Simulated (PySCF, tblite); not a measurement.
# C5H3F3OS: a rotation path, then NMR shifts on frames, part 2 of 2

tblite 0.8.0 and PySCF 2.14.0. Atoms count from 0. Earlier steps stand in the parts before.

**5. Shielding tensors: image 4, PBE0/pcSseg-1**

What the job is given:

```
{"job": {"kind": "nmr", "xc": "PBE0", "basis": "pcSseg-1", "pop": false}, "charge": 0, "multiplicity": 1}
F      3.084200    -0.916400     0.940300
C      2.440100    -0.086500     0.122300
F      1.718400     0.737400     0.877400
F      3.356100     0.642700    -0.506400
S      1.386600    -1.020400    -1.078400
C     -0.170300    -0.406300    -0.561500
C     -0.983700    -0.793300     0.465500
C     -2.092700     0.078800     0.414000
C     -1.866400     0.916200    -0.639200
O     -0.705000     0.629200    -1.235300
H     -0.793800    -1.583600     1.162000
H     -2.937000     0.079400     1.070800
H     -2.441000     1.723300    -1.049100
```

Level: GIAO PBE0/pcSseg-1 NMR shielding, non-relativistic, gas phase.

The log of the run:

```text
coarse grid: 13264 points
cycle   1  E = -964.1901646040  dE =  2.110e+00  |g| = 9.869e-01  |ddm| = 3.570e+00
cycle   2  E = -963.9631604304  dE =  2.270e-01  |g| = 1.559e+00  |ddm| = 1.355e+00
cycle   3  E = -964.3675856205  dE = -4.044e-01  |g| = 6.083e-02  |ddm| = 8.481e-01
cycle   4  E = -964.3678674352  dE = -2.818e-04  |g| = 5.000e-02  |ddm| = 9.138e-02
cycle   5  E = -964.3683823669  dE = -5.149e-04  |g| = 1.345e-02  |ddm| = 4.563e-02
cycle   6  E = -964.3684209787  dE = -3.861e-05  |g| = 4.075e-03  |ddm| = 1.416e-02
cycle   7  E = -964.3684243572  dE = -3.379e-06  |g| = 1.153e-03  |ddm| = 4.135e-03
final grid: 129928 points
cycle   8  E = -964.4585734944  dE = -3.364e-05  |g| = 1.190e-02  |ddm| = 2.843e-02
cycle   9  E = -964.4585247234  dE =  4.877e-05  |g| = 1.971e-02  |ddm| = 2.117e-02
cycle  10  E = -964.4586001462  dE = -7.542e-05  |g| = 2.439e-03  |ddm| = 1.437e-02
cycle  11  E = -964.4586014930  dE = -1.347e-06  |g| = 2.678e-04  |ddm| = 2.345e-03
cycle  12  E = -964.4586015030  dE = -1.003e-08  |g| = 1.509e-04  |ddm| = 3.317e-04
cycle  13  E = -964.4586015075  dE = -4.525e-09  |g| = 3.544e-05  |ddm| = 1.386e-04
cycle  14  E = -964.4586015078  dE = -2.765e-10  |g| = 1.233e-05  |ddm| = 4.487e-05
converged SCF energy = -964.4586015078

GIAO shielding tensors (ppm)
atom      isotropic    diamagn.    paramagn.     s11        s22        s33       span
  0 F      220.405     469.924    -249.519    154.305    188.089    318.820    164.515
  1 C       47.038     243.209    -196.172     33.365     53.017     54.732     21.367
  2 F      220.500     478.245    -257.745    156.099    211.444    293.957    137.858
  3 F      224.605     468.821    -244.216    152.452    201.630    319.733    167.282
  4 S      381.938    1054.276    -672.338    165.696    291.768    688.352    522.656
  5 C       43.048     258.511    -215.464    -24.275     67.431     85.987    110.262
  6 C       55.073     252.954    -197.881    -36.926     50.187    151.958    188.883
  7 C       66.994     256.348    -189.355    -18.008     57.941    161.048    179.055
  8 C       34.579     251.050    -216.471    -43.613     38.172    109.177    152.790
  9 O       10.899     397.397    -386.497   -125.475    -70.901    229.074    354.549
 10 H       24.446      32.407      -7.962     21.959     23.284     28.093      6.134
 11 H       24.864      30.912      -6.048     22.881     25.342     26.370      3.489
 12 H       23.966      29.452      -5.486     20.946     24.832     26.121      5.176
```

Wall time 46 s (1 thread of Arm Neoverse N1, shared host); peak memory 0.87 GiB.

In short: δ C8 152.3, C5 143.9, C1 139.9, C6 131.9, H12 7.75, H10 7.27 ppm.

**6. Shielding tensors: image 6, PBE0/pcSseg-1**

What the job is given:

```
{"job": {"kind": "nmr", "xc": "PBE0", "basis": "pcSseg-1", "pop": false}, "charge": 0, "multiplicity": 1}
F      3.475600    -0.844400     0.568100
C      2.430600    -0.138100     0.155400
F      1.753900     0.256600     1.232800
F      2.896300     0.958800    -0.439700
S      1.373300    -1.140000    -0.977900
C     -0.167600    -0.432300    -0.534700
C     -1.001600    -0.735400     0.503800
C     -2.090600     0.154000     0.382600
C     -1.834900     0.915900    -0.719800
O     -0.672400     0.567300    -1.282400
H     -0.835300    -1.482600     1.251400
H     -2.941200     0.214800     1.028300
H     -2.390400     1.705600    -1.185700
```

Method: GIAO PBE0/pcSseg-1 NMR shielding, non-relativistic, gas phase.

The log of the run:

```text
coarse grid: 13264 points
cycle   1  E = -964.1908848257  dE =  2.110e+00  |g| = 9.863e-01  |ddm| = 3.577e+00
cycle   2  E = -963.9645711575  dE =  2.263e-01  |g| = 1.557e+00  |ddm| = 1.358e+00
cycle   3  E = -964.3680268142  dE = -4.035e-01  |g| = 6.123e-02  |ddm| = 8.474e-01
cycle   4  E = -964.3682996187  dE = -2.728e-04  |g| = 5.117e-02  |ddm| = 9.145e-02
cycle   5  E = -964.3688225725  dE = -5.230e-04  |g| = 1.394e-02  |ddm| = 4.535e-02
cycle   6  E = -964.3688620124  dE = -3.944e-05  |g| = 4.397e-03  |ddm| = 1.439e-02
cycle   7  E = -964.3688660666  dE = -4.054e-06  |g| = 1.248e-03  |ddm| = 4.525e-03
final grid: 129928 points
cycle   8  E = -964.4595825408  dE = -3.237e-05  |g| = 1.251e-02  |ddm| = 2.882e-02
cycle   9  E = -964.4595262809  dE =  5.626e-05  |g| = 2.103e-02  |ddm| = 2.229e-02
cycle  10  E = -964.4596117129  dE = -8.543e-05  |g| = 2.477e-03  |ddm| = 1.523e-02
cycle  11  E = -964.4596130919  dE = -1.379e-06  |g| = 2.681e-04  |ddm| = 2.353e-03
cycle  12  E = -964.4596131009  dE = -8.981e-09  |g| = 1.588e-04  |ddm| = 3.294e-04
cycle  13  E = -964.4596131061  dE = -5.212e-09  |g| = 3.669e-05  |ddm| = 1.513e-04
cycle  14  E = -964.4596131064  dE = -2.972e-10  |g| = 1.382e-05  |ddm| = 4.601e-05
converged SCF energy = -964.4596131064

GIAO shielding tensors (ppm)
atom      isotropic    diamagn.    paramagn.     s11        s22        s33       span
  0 F      234.737     467.530    -232.793    159.614    220.610    323.987    164.374
  1 C       48.041     243.516    -195.475     34.445     54.071     55.606     21.161
  2 F      221.091     478.149    -257.058    149.268    214.785    299.220    149.952
  3 F      217.311     472.246    -254.935    155.852    177.805    318.274    162.422
  4 S      384.876    1054.069    -669.193    172.390    310.387    671.850    499.459
  5 C       43.377     258.785    -215.407    -23.157     68.132     85.157    108.313
  6 C       53.283     252.903    -199.620    -39.820     48.370    151.298    191.118
  7 C       66.950     256.417    -189.466    -18.250     57.766    161.334    179.584
  8 C       34.455     251.080    -216.625    -43.306     38.007    108.662    151.967
  9 O       12.531     397.292    -384.761   -124.833    -69.385    231.810    356.643
 10 H       24.412      32.382      -7.970     22.045     23.014     28.177      6.133
 11 H       24.851      30.954      -6.103     22.878     25.329     26.346      3.468
 12 H       23.961      29.483      -5.522     20.923     24.841     26.120      5.197
```

Run time: 45 s. Hardware: 1 thread of Arm Neoverse N1, shared host; peak memory 0.87 GiB.

This run: δ C8 152.5, C5 143.5, C1 138.9, C6 133.6, H12 7.76, H10 7.30 ppm.

**7. NMR shieldings: image 8, PBE0/pcSseg-1**

What the job is given:

```
{"job": {"kind": "nmr", "xc": "PBE0", "basis": "pcSseg-1", "pop": false}, "charge": 0, "multiplicity": 1}
F      3.677200    -0.605500     0.152500
C      2.422000    -0.181600     0.185800
F      2.007000    -0.223600     1.453700
F      2.408500     1.098800    -0.182900
S      1.362800    -1.219800    -0.901500
C     -0.165600    -0.460700    -0.496700
C     -1.019700    -0.675600     0.547900
C     -2.088700     0.225300     0.348500
C     -1.802800     0.902800    -0.800100
O     -0.641100     0.493400    -1.319200
H     -0.885800    -1.374900     1.346500
H     -2.948000     0.348500     0.974000
H     -2.330200     1.673400    -1.326300
```

With the program's defaults for keys left out, this is: GIAO PBE0/pcSseg-1 NMR shielding, non-relativistic, gas phase.

The log of the run:

```text
coarse grid: 13264 points
cycle   1  E = -964.1960303407  dE =  2.108e+00  |g| = 9.849e-01  |ddm| = 3.586e+00
cycle   2  E = -963.9725327729  dE =  2.235e-01  |g| = 1.552e+00  |ddm| = 1.343e+00
cycle   3  E = -964.3724444579  dE = -3.999e-01  |g| = 6.032e-02  |ddm| = 8.342e-01
cycle   4  E = -964.3727094641  dE = -2.650e-04  |g| = 5.002e-02  |ddm| = 9.042e-02
cycle   5  E = -964.3732282888  dE = -5.188e-04  |g| = 1.363e-02  |ddm| = 4.654e-02
cycle   6  E = -964.3732684708  dE = -4.018e-05  |g| = 3.994e-03  |ddm| = 1.433e-02
cycle   7  E = -964.3732717063  dE = -3.236e-06  |g| = 1.137e-03  |ddm| = 3.941e-03
final grid: 129928 points
cycle   8  E = -964.4620539906  dE = -3.109e-05  |g| = 1.201e-02  |ddm| = 2.974e-02
cycle   9  E = -964.4620040106  dE =  4.998e-05  |g| = 1.997e-02  |ddm| = 2.131e-02
cycle  10  E = -964.4620809998  dE = -7.699e-05  |g| = 2.441e-03  |ddm| = 1.444e-02
cycle  11  E = -964.4620823467  dE = -1.347e-06  |g| = 2.603e-04  |ddm| = 2.318e-03
cycle  12  E = -964.4620823555  dE = -8.749e-09  |g| = 1.524e-04  |ddm| = 3.182e-04
cycle  13  E = -964.4620823602  dE = -4.698e-09  |g| = 3.534e-05  |ddm| = 1.411e-04
cycle  14  E = -964.4620823604  dE = -2.774e-10  |g| = 1.303e-05  |ddm| = 4.490e-05
converged SCF energy = -964.4620823604

GIAO shielding tensors (ppm)
atom      isotropic    diamagn.    paramagn.     s11        s22        s33       span
  0 F      241.410     466.505    -225.095    170.609    228.715    324.905    154.296
  1 C       46.789     244.034    -197.245     33.324     51.433     55.610     22.286
  2 F      223.552     476.629    -253.077    146.774    202.240    321.643    174.869
  3 F      218.223     475.460    -257.237    152.200    184.533    317.936    165.736
  4 S      383.109    1053.848    -670.739    170.902    321.889    656.535    485.633
  5 C       43.973     259.269    -215.296    -22.109     68.794     85.235    107.344
  6 C       54.904     252.706    -197.801    -37.340     49.249    152.805    190.145
  7 C       67.111     256.493    -189.382    -17.794     58.063    161.065    178.859
  8 C       34.110     251.143    -217.033    -43.926     37.147    109.108    153.034
  9 O       10.697     397.255    -386.558   -126.077    -71.772    229.940    356.017
 10 H       24.376      32.358      -7.982     21.979     23.139     28.009      6.031
 11 H       24.864      30.974      -6.110     22.851     25.366     26.377      3.526
 12 H       23.942      29.515      -5.573     20.922     24.790     26.114      5.192
```

It took 46 s on 1 thread of Arm Neoverse N1, shared host; peak memory 0.87 GiB.

This run: δ C8 152.8, C5 143.0, C1 140.1, C6 132.0, H12 7.77, H10 7.34 ppm.

**8. Run by run: NMR shifts**

Shifts (ppm) of some atoms, chosen among heavy atoms and hydrogens apart, with basis size and wall time:

```
  frame     C6   H12   H10     F2     F0     F3   S4  functions  time
image 0  132.1  7.77  7.34  -47.1  -52.5  -70.6  121        192  56 s
image 2  130.2  7.78  7.31  -50.1  -48.3  -63.4  123        192  46 s
image 4  131.9  7.75  7.27  -49.6  -49.5  -53.7  122        192  46 s
image 6  133.6  7.76  7.30  -50.1  -63.8  -46.4  119        192  45 s
image 8  132.0  7.77  7.34  -52.6  -70.5  -47.3  121        192  46 s
```

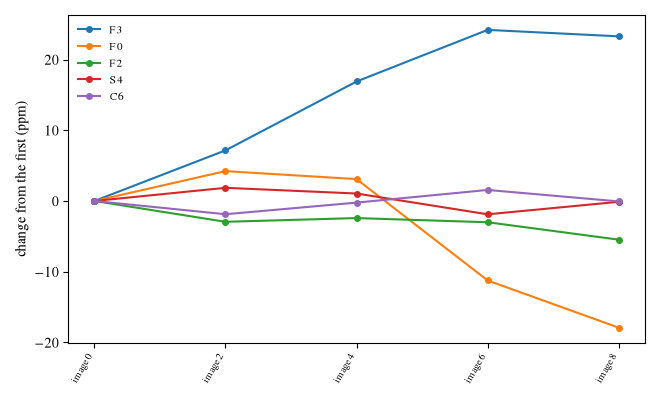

How five of the tabulated atoms move from run to run.

**9. What came out**

This closing draws on all 2 parts.

| quantity | value |
| --- | --- |
| barrier | 0.045 eV (1.0 kcal/mol) at image 4 |
| end to end (GFN2-xTB) | 0.000 eV |
| ¹³C shifts against TMS (PBE0/pcSseg-1, image 0) | 152.8, 143.0, 140.1, 132.1, 119.8 ppm |
| ¹H shifts against TMS (PBE0/pcSseg-1, image 0) | 7.77, 7.34, 6.86 ppm |
| ¹⁹F shifts against CFCl3 (PBE0/pcSseg-1, image 0) | -47.1, -52.5, -70.6 ppm |
| ³³S shifts against CS2 (PBE0/pcSseg-1, image 0) | 121 ppm |
| ¹⁷O shifts against H2O (PBE0/pcSseg-1, image 0) | 325.3 ppm |
| surface potential, 1st and 99th percentile | -0.70 V and 1.31 V |
| range of the shift of F3 | -70.6 to -46.4 ppm |

What this shows: Along the band the dihedral turns by 120°, and the top (dihedral 117°) lies 1.0 kcal/mol above the start (GFN2-xTB, rough), so at room temperature this motion is fast. The top was not checked by a frequency run. Shifts at one fixed geometry are not the observed spectrum, which averages over the motion. In the first frame run (image 0): The widest tensor belongs to S4: span 485 ppm, with a paramagnetic part of -671 ppm. NICS(1)zz of -27 ppm above the planar ring from C5 marks a diatropic (aromatic) ring current. At PBE0/pcSseg-1, counted by nearest atom on the grid, the HOMO lies on C5, C8 about 28 % each; C6, C7 about 11 % each, the LUMO on C5 18 %; S4 17 %. In ppm, F3 moves most: its shift spreads over 24.2 ppm, from -70.6 (image 0) to -46.4 (image 6).
